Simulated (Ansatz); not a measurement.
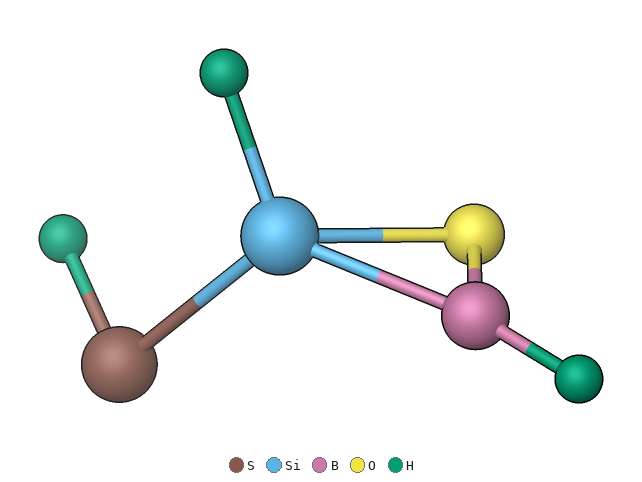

The computed structure is the end point of a PBE0-D4/def2-TZVP optimisation.

Give the structural formula.

SMILES: S[Si@H]1BO1

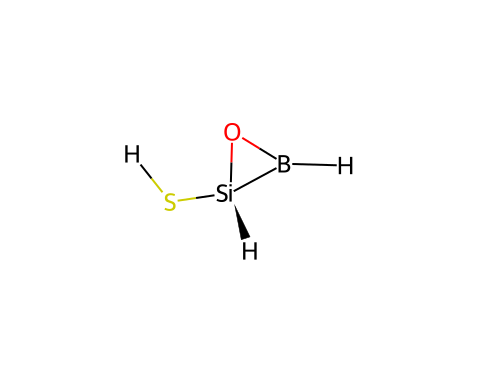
